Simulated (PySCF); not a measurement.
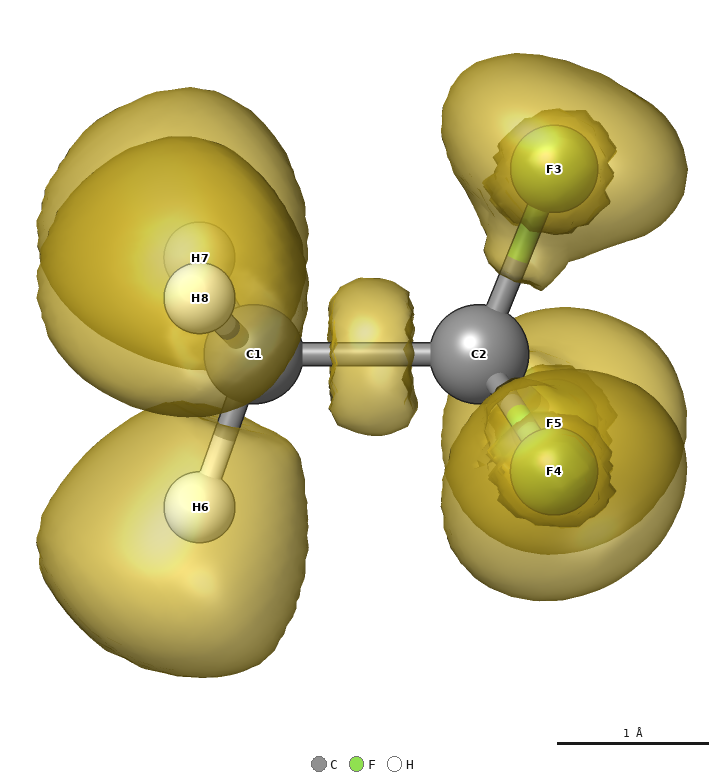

*C₂H₃F₃ (SMILES CC(F)(F)F). Isosurface of the electron localisation function at 0.75 (yellow), seen from one side. Only the valence region is drawn (cores and ρ < 0.01 e/Å³ removed).*

Geometry: PBE0-D3(BJ)/def2-TZVP.

The calculation used PBE0/pcSseg-2, SCF density, gas phase, non-relativistic (PySCF 2.14.0).

Input

```
{"job": {"kind": "nmr", "xc": "PBE0", "basis": "pcSseg-2"}, "charge": 0, "multiplicity": 1}
C      0.526350     0.066646     0.598411
C     -0.445499    -0.063133    -0.532941
F      0.142081    -0.533076    -1.642538
F     -1.448413    -0.901275    -0.233076
F     -1.000162     1.116444    -0.850169
H      0.008060     0.452993     1.475023
H      1.321719     0.753664     0.313099
H      0.948693    -0.911415     0.824086
```

Command:

```sh
OMP_NUM_THREADS=1 python probes_run.py task.json out
```

> Identify the bonds, lone pairs and shells in this picture.

At this value the surface marks out one region between bonded C–C atoms (shared pairs), three regions around hydrogen nuclei and three regions on F in which the atom's valence shell and bonds are merged. Along the contacts the grid gives the following. C–F (1.34 Å): the ELF peaks at about 0.85 between the atoms; a shared but strongly polarised pair. C–C (1.50 Å): the ELF peaks at about 1 between the atoms: localised, covalent bonding.
